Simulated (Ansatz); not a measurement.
# Lattice dynamics of Li3ClO (model cell, started as antiperovskite), part 2 of 2

Task: relax Li3ClO (model cell, started as antiperovskite), then find its harmonic phonons.

Ansatz 0.2.0; DFT PBEsol, scalar-relativistic, plane waves, PAW.

So far. Step 4 (Relaxing to small forces for the phonons): The forces vanish by symmetry and the pressure is -0.005 GPa, within the tolerances set. The cell now holds 11.32 Å³/atom. Step 5 (Modes at Γ): Before it was imposed, the acoustic sum rule was missed by 3.4e-4 eV/Å² and the charge sum rule by 8.3e-6 e. Small misses are needed for a sound result but don't prove that mesh and cutoff are converged. The lowest optical mode is real, 151 cm⁻¹. The relaxed cell has a = 3.840 Å (conventional setting).

## Step 6: Response at finite wavevector

Stability and thermal properties need the whole zone. Linear response on a 4×4×4 q mesh gives force constants as far as a supercell of that size would, and the tensors from the zone-centre run are typed in so that the long-range dipole term is interpolated apart.

File input.yaml:

```yaml
crystal:
  lattice:
    - [3.839609949, 0.0, 0.0]
    - [0.0, 3.839609949, 0.0]
    - [0.0, 0.0, 3.839609949]
  atoms:
    - { symbol: Cl, position: [0.0, 0.0, 0.0] }
    - { symbol: O, position: [0.5, 0.5, 0.5] }
    - { symbol: Li, position: [0.5, 0.5, 0.0] }
    - { symbol: Li, position: [0.5, 0.0, 0.5] }
    - { symbol: Li, position: [0.0, 0.5, 0.5] }
kpoints:
  mp_grid: { grid: [8, 8, 8] }
hamiltonian:
  xc: pbesol
scf:
  occupations: { method: fixed }
output:
  eigenvalues: true
phonons:
  method: dfpt
  qmesh: [4, 4, 4]
  temperatures: { t_max: 1000, t_step: 50 }
  qpath:
    path:
      - [[0.0, 0.0, 0.0], [0.0, 0.5, 0.0], [0.5, 0.5, 0.0], [0.0, 0.0, 0.0], [0.5, 0.5, 0.5], [0.0, 0.5, 0.0]]
      - [[0.5, 0.5, 0.5], [0.5, 0.5, 0.0]]
    npoints: 10
  non_analytic_term:
    high_frequency_dielectric_tensor: [[3.2352, 0.0, 0.0], [0.0, 3.2352, 0.0], [0.0, 0.0, 3.2352]]
    born_effective_charges:
      - { species: Cl, tensor: [[-1.2663, 0.0, 0.0], [0.0, -1.2663, 0.0], [0.0, 0.0, -1.2663]] }
      - { species: O, tensor: [[-2.0221, 0.0, 0.0], [0.0, -2.0221, 0.0], [0.0, 0.0, -2.0221]] }
      - { species: Li, tensor: [[1.147, 0.0, 0.0], [0.0, 1.147, 0.0], [0.0, 0.0, 0.9944]] }
      - { species: Li, tensor: [[1.147, 0.0, 0.0], [0.0, 0.9944, 0.0], [0.0, 0.0, 1.147]] }
      - { species: Li, tensor: [[0.9944, 0.0, 0.0], [0.0, 1.147, 0.0], [0.0, 0.0, 1.147]] }
    source: "zone-centre run at this cell"
```

Run with:

```console
ansatz run input.yaml --threads 8 --pin off --max-ram 14336MiB --backend cpu --events-out ev --progress --plain --runs-dir out
```

Numbers of over 12 decimals in the logs are rounded to 6 here.

Output:

```text
[...]
Crystal: 5 atoms, lattice volume = 56.606 Å³
Basis set: ecut = 420 eV, 1141 PW (Γ), exchange–correlation on 54×54×54 points (8 copies of the dense FFT grid, shifted against one another)
Bands: 16, of which v1, the nominal top of the filled ones, is band 11 counted from 1 (10 counted from 0)
Symmetry: 48 space group operations
k-points: 35 of 512
[...]
SCF iter   1: F=—  HF=-2237.312780 eV  |F-HF|=—  |Δ(HF+E_count)|=         —  Δρ=9.42e-3  dr2=4.46e-2  ethr=1.77e-3  ⟨swp⟩=4.3  Hψ=2460  notcnv=0  defer=47
[...]
SCF iter   8: F=-2237.298442 eV  HF=-2237.298442 eV  |F-HF|=0.00e0  |Δ(HF+E_count)|=  8.91e-11  Δρ=1.07e-7  dr2=6.43e-12  ethr=1.00e-12  ⟨swp⟩=9.9  Hψ=3010  notcnv=0
SCF 1 converged in 8 iterations: F = -2237.298442 eV  dr2 = 6.43e-12
[...]
NSCF: frozen V_eff on 35 k-points
[...]
DFPT response loops at q = (0, 0, 0) (fractional): preconditioner auto → none (the input reference at scf.mixing.eps_inf says where Resta's filter doesn't serve); β = 0.50; Broyden in place of MSR1
[...]
SCF converged after 8 iterations
Free energy (F): -2237.298442 eV
[...]
Internal energy: -2237.298442 eV  (E = F + TS)
E sigma→0 (E₀):  -2237.298442 eV
Fermi energy:    3.347983 eV
[...]
--- Band table (eV; the first three rows and the last of 35) ---
  k-point 0: bands = [... 7 lower, 0.2262, 2.8031, 2.8031, 2.8031, 8.2859, 10.2303, 10.2303, 15.3370, ... 1 higher]
  k-point 1: bands = [... 7 lower, 0.2998, 2.6844, 2.7353, 2.7353, 8.5557, 10.1416, 10.5947, 14.1380, ... 1 higher]
  k-point 2: bands = [... 7 lower, 0.5021, 2.4771, 2.5428, 2.5428, 9.1266, 9.9426, 11.6042, 13.0928, ... 1 higher]
  k-point 34: bands = [... 7 lower, -0.4154, 2.5702, 2.5702, 2.5702, 12.1674, 12.1674, 12.1674, 12.2420, ... 1 higher]
--- Phonons (Γ-DFPT): 4 representative perturbations + reference (Σ response iterations 13) ---
  ASR residual: 2.891e-4 → 0.000e0 eV/Å²; symmetrization residual: 1.035e-6 eV/Å²
  ASR residual per site (eV/Å²): 7.42e-5 2.25e-4 2.89e-4 2.89e-4 2.89e-4
[...]
--- Phonons (arbitrary-q DFPT): 10 irreducible q on the 4×4×4 mesh ---
  q = [0.0000, 0.0000, 0.0000] (star 1, of the zone-centre solve; hermiticity 2.64e-7, symmetrization 2.18e-13): -0.00 0.00 0.00 151.07 151.07 151.07 223.75 223.75 223.75 372.06 372.06 372.06 557.58 557.58 557.58
  q = [0.0000, 0.0000, 0.2500] (star 6, 9 solved perturbations in 1560 linear systems a pass and spin channel, the states on 200 of 512 k-point pairs; hermiticity 1.40e-7, symmetrization 2.27e-13): 91.35 91.35 129.04 154.03 154.03 235.75 235.75 240.15 252.35 364.65 364.65 488.89 555.97 555.97 623.63
[...]
q = [0.0000, 0.2500, -0.5000] (star 12, 15 solved perturbations on 200 of 512 k-point pairs; hermiticity 1.65e-7, symmetrization 1.29e-14): 123.59 125.35 143.09 145.10 195.88 207.46 256.67 257.63 332.17 365.61 379.05 487.51 528.96 552.90 601.19
[...]
sum rule: each row above includes the acoustic sum rule's correction from the zone centre's row sums; it moved no ω² by more than (3.37 cm⁻¹)²
  mesh force constants: q→R imaginary residual 1.27e-18; ASR residual 2.891e-4 → 0.000e0 eV/Å²; symmetrization residual 1.066e-14 eV/Å²
  interpolated dispersion: 63 rows × 15 modes
  density of states and harmonic sums: on the 16×16×16 q-mesh, interpolated from the force constants of a 4×4×4 supercell (with the dipole–dipole term of supplied tensors)
  largest difference from the sums on the solved wave vectors: F 8.48e-3 eV, S 1.25e-5 and C_V 3.93e-6 eV/K
  zero-point energy: 0.287331 eV/cell   skipped modes (ω ≤ 0): 3   left out of the sums: 4.88e-5 of the cell's modes: C_V's classical limit lies that fraction below 3 k_B per atom; for a crystal, a wire or a layer, F and S can be off by more, and a phonons.interpolated_qmesh denser along its periods is the remedy for the sampling
```

Elapsed: 2.1 min, on 8 threads of Arm Neoverse V2, shared host; peak memory 1.3 GiB.

Numbers from this step:

| Item | Value |
| --- | --- |
| sum-rule residual before enforcement | 2.89e-4 eV/Å² |
| lowest frequency on the path | 0 cm⁻¹ |
| highest frequency on the path or at a solved wavevector | 656.7 cm⁻¹ |
| mean frequency | 309 cm⁻¹ |
| Debye temperature (second moment) | 651 K |
| logarithmic mean frequency | 262.9 cm⁻¹ |
| lowest mode on the q mesh (acoustic modes at Γ apart) | 44.82 cm⁻¹ |
| zero-point energy per atom | 57.47 meV |
| heat capacity at 300 K | 20.31 J/(mol atoms K) |
| vibrational entropy at 300 K | 21.76 J/(mol atoms K) |

Frequencies (cm⁻¹) solved at each irreducible wavevector; negative means imaginary. Frequencies by wavevector, by row:

| q in reciprocal lattice units | star | mode 1 | mode 2 | mode 3 | mode 4 | mode 13 | mode 14 | mode 15 |
| --- | --- | --- | --- | --- | --- | --- | --- | --- |
| 0 0 0 | 1 | 0 | 0 | 0 | 151.1 | 557.6 | 557.6 | 557.6 |
| 0 0 0.25 | 6 | 91.3 | 91.3 | 129 | 154 | 556 | 556 | 623.6 |
| 0 0 -0.5 | 3 | 127.2 | 127.2 | 157.7 | 157.7 | 554.4 | 554.4 | 564 |
| 0 0.25 0.25 | 12 | 97.5 | 115.2 | 148.7 | 159.1 | 514.2 | 554.4 | 623.1 |
| 0 0.25 -0.5 | 12 | 123.6 | 125.3 | 143.1 | 145.1 | 529 | 552.9 | 601.2 |
| 0 -0.5 -0.5 | 3 | 64.2 | 119.9 | 119.9 | 123.3 | 489.4 | 551.5 | 620 |
| 0.25 0.25 0.25 | 8 | 116.5 | 116.5 | 141.3 | 157.1 | 513.6 | 513.6 | 635.1 |
| 0.25 0.25 -0.5 | 12 | 122.2 | 132.4 | 137.1 | 137.9 | 484.3 | 513 | 635.6 |
| 0.25 -0.5 -0.5 | 6 | 55.4 | 133.9 | 133.9 | 135.8 | 445.7 | 498.2 | 649.1 |
| -0.5 -0.5 -0.5 | 1 | 44.8 | 44.8 | 44.8 | 146.6 | 445.8 | 445.8 | 656.7 |

Interpolated from a 4×4×4 q mesh, with the LO-TO term (at Γ the limit along the path; where Γ stands inside the path, tables give the limit on arrival). Phonon branches along the path, in cm⁻¹:

| point | branch 1 | branch 2 | branch 3 | branch 4 | branch 12 | branch 13 | branch 14 | branch 15 |
| --- | --- | --- | --- | --- | --- | --- | --- | --- |
| Γ | 0 | 0 | 0 | 151 | 470 | 558 | 558 | 650 |
| X | 127 | 127 | 158 | 158 | 542 | 554 | 554 | 564 |
| M | 64 | 120 | 120 | 123 | 446 | 489 | 552 | 620 |
| Γ | 0 | 0 | 0 | 151 | 470 | 558 | 558 | 650 |
| R | 45 | 45 | 45 | 147 | 409 | 446 | 446 | 657 |
| X | 127 | 127 | 158 | 158 | 542 | 554 | 554 | 564 |
| jump to R | 45 | 45 | 45 | 147 | 409 | 446 | 446 | 657 |
| M | 64 | 120 | 120 | 123 | 446 | 489 | 552 | 620 |

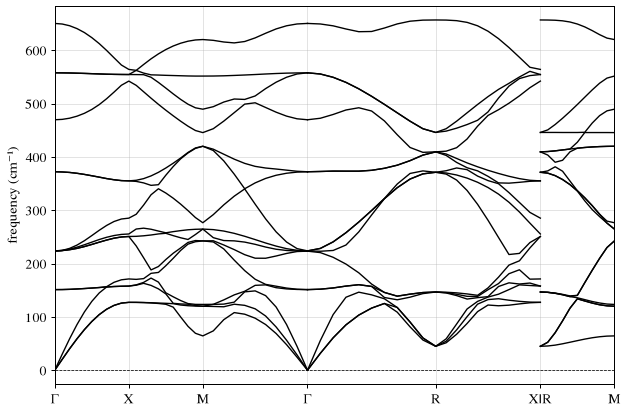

Phonon branches along the path.

The phonon density of states has structure finer than the step of the table below, so its rows give means over 25 cm⁻¹, whole bins alone (the curve runs from 5 to 655 cm⁻¹). Peaks (cm⁻¹: height): 125.0: 0.0986, 375.0: 0.0475, 495.0: 0.0413, 545.0: 0.0359, 625.0: 0.0236.

Tetrahedra on a 16×16×16 mesh, mean over bins of 10 cm-1. Interpolated from a 4×4×4 q mesh. Phonon density of states against wavenumber; means over each step:

| wavenumber (cm⁻¹) | phonon density of states (1/cm⁻¹/cell) |
| --- | --- |
| 25 | 3.2e-4 |
| 50 | 0.00263 |
| 75 | 0.00967 |
| 100 | 0.0255 |
| 125 | 0.0737 |
| 150 | 0.0627 |
| 175 | 0.0334 |
| 200 | 0.0217 |
| 225 | 0.0230 |
| 250 | 0.0256 |
| 275 | 0.0215 |
| 300 | 0.0195 |
| 325 | 0.0226 |
| 350 | 0.0358 |
| 375 | 0.0420 |
| 400 | 0.0187 |
| 425 | 0.00419 |
| 450 | 0.00842 |
| 475 | 0.0219 |
| 500 | 0.0320 |
| 525 | 0.0247 |
| 550 | 0.0288 |
| 575 | 0.00305 |
| 600 | 0.00808 |
| 625 | 0.0208 |

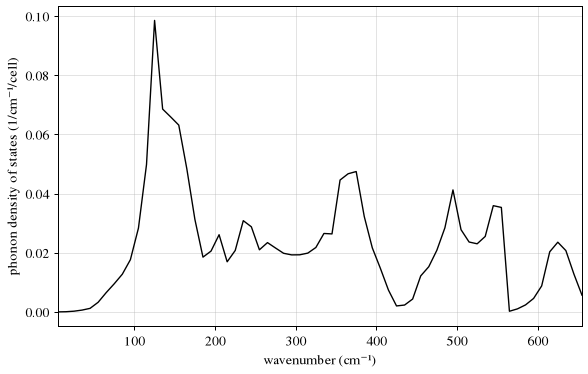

Phonon density of states, plotted against wavenumber.

The partial phonon density of states has structure finer than the step of the table below, so its rows give means over 50 cm⁻¹, whole bins alone (the curve runs from -10 to 686 cm⁻¹). Peaks (cm⁻¹: height): Cl 125.8: 0.0775; Li 160.8: 0.0454, 195.8: 0.0230, 230.8: 0.0247, 362.2: 0.0232, 493.6: 0.0300, 550.5: 0.0321, 625.0: 0.0191; O 160.8: 0.00618, 371.0: 0.0240, 550.5: 0.0103, 629.3: 0.00371.

Phonopy on the run's constants, 15x15x15 mesh, Gaussian sigma 5.0 cm-1. Interpolated from a 4×4×4 q mesh. Table of partial phonon density of states by wavenumber; means over each step; values in 1/cm⁻¹/cell:

| wavenumber (cm⁻¹) | Cl | Li | O |
| --- | --- | --- | --- |
| 50 | 9.6e-4 | 0.00220 | 3.3e-4 |
| 100 | 0.0214 | 0.00908 | 0.00166 |
| 150 | 0.0347 | 0.0248 | 0.00310 |
| 200 | 5.9e-4 | 0.0186 | 0.00213 |
| 250 | 5.9e-4 | 0.0206 | 0.00372 |
| 300 | 8.9e-5 | 0.0153 | 0.00467 |
| 350 | 5.9e-4 | 0.0196 | 0.0156 |
| 400 | 7.4e-4 | 0.00757 | 0.0120 |
| 450 | 7.8e-5 | 0.00711 | 0.00205 |
| 500 | 9.5e-5 | 0.0221 | 0.00628 |
| 550 | 2.1e-5 | 0.0163 | 0.00555 |
| 600 | 4.9e-5 | 0.00802 | 0.00148 |
| 650 | 3.6e-5 | 0.00873 | 0.00148 |

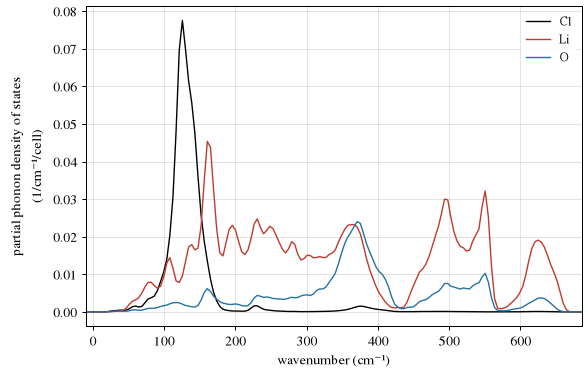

Partial phonon density of states against wavenumber.

Harmonic thermodynamic functions per atom, from the density of states. Interpolated from a 4×4×4 q mesh. Thermodynamic functions, by row:

| T (K) | F_vib (meV/atom) | S (J/mol-atom/K) | C_V (J/mol-atom/K) |
| --- | --- | --- | --- |
| 0 | 57.47 | 0 | 0 |
| 50 | 57.32 | 1.165 | 3.217 |
| 100 | 55.7 | 5.292 | 9.116 |
| 200 | 45.52 | 14.22 | 16.68 |
| 300 | 26.73 | 21.76 | 20.31 |
| 400 | 0.9 | 27.88 | 22.07 |
| 500 | -30.68 | 32.91 | 23.01 |
| 600 | -67.05 | 37.16 | 23.57 |
| 700 | -107.5 | 40.82 | 23.91 |
| 800 | -151.5 | 44.03 | 24.15 |
| 900 | -198.7 | 46.88 | 24.31 |
| 1000 | -248.6 | 49.45 | 24.43 |

Harmonic mean-square displacement, third of the trace. Interpolated from a 4×4×4 q mesh. Mean square displacements, by row:

| T (K) | Cl1 U_eq (Å²) | O2 U_eq (Å²) | Li3 U_eq (Å²) | Li4 U_eq (Å²) | Li5 U_eq (Å²) |
| --- | --- | --- | --- | --- | --- |
| 0 | 0.00371 | 0.00334 | 0.00955 | 0.00955 | 0.00955 |
| 100 | 0.00537 | 0.00388 | 0.01187 | 0.01187 | 0.01187 |
| 300 | 0.01328 | 0.00701 | 0.02436 | 0.02436 | 0.02436 |
| 600 | 0.02599 | 0.01283 | 0.04598 | 0.04598 | 0.04598 |

Symmetry leaves 10 wavevectors to solve. The lowest mode among them, the acoustic zeros apart, lies at q = (-0.5, -0.5, -0.5) and is real, 44.8 cm⁻¹.

## Step 7: Summary of results

```yaml
space_group_after_relaxation_within_0p01_a: Pm-3m
volume_per_atom: 11.3 Å³
gap_on_the_k_mesh: 4.75 eV
highest_optical_mode_at_the_zone_centre_no_lo_to_term: 558 cm⁻¹
top_of_the_zone_centre_spectrum_with_the_field: 650 cm⁻¹
lowest_optical_zone_centre_mode: 151 cm⁻¹
mean_high_frequency_dielectric_constant: 3.24
mean_static_dielectric_constant: 15.3
largest_born_charge_third_of_the_trace: -2.02 e
lowest_mode_on_the_q_mesh_acoustic_modes_at_gamma_apart: 44.8 cm⁻¹
highest_frequency_on_the_path_or_at_a_solved_wavevector: 657 cm⁻¹
zero_point_energy_per_atom: 57.5 meV
heat_capacity_at_300_k: 20.3 J/(mol atoms K)
vibrational_entropy_at_300_k: 21.8 J/(mol atoms K)
debye_temperature_second_moment: 651 K
imaginary_modes_on_the_4x4x4_q_mesh: none
```

In words: The structure is a minimum as far as tested: no mode is imaginary at the 10 irreducible wavevectors of the 4×4×4 mesh, and the softest away from the acoustic zeros lies at 45 cm⁻¹. Without the field, the optical modes at Γ span 151 to 558 cm⁻¹. The highest mode in this list at Γ, 557.6 cm⁻¹, is mostly motion of Li (80 % of the kinetic energy). With the macroscopic field of the longitudinal modes the top of the zone-centre spectrum lies at 650 cm⁻¹, against 558 cm⁻¹ without it. Lattice motion raises the mean dielectric constant from 3.235 to 15.30. The strongest infrared line is at 372 cm⁻¹. The starting cell was built on a prototype and not taken from a measurement, so the phase need not exist. These are harmonic frequencies at zero temperature: anharmonic shifts, linewidths and thermal expansion are left out.

[Logs are printed without paths, hosts, clocks, repeated set-up lines and the standing remarks that a program may print on its own settings, such as how far it seeks lower states.]

[Hosts, paths, dates, database ids (printed as entryN), source tags and the programs' standing remarks are cut or masked in the printed files.]
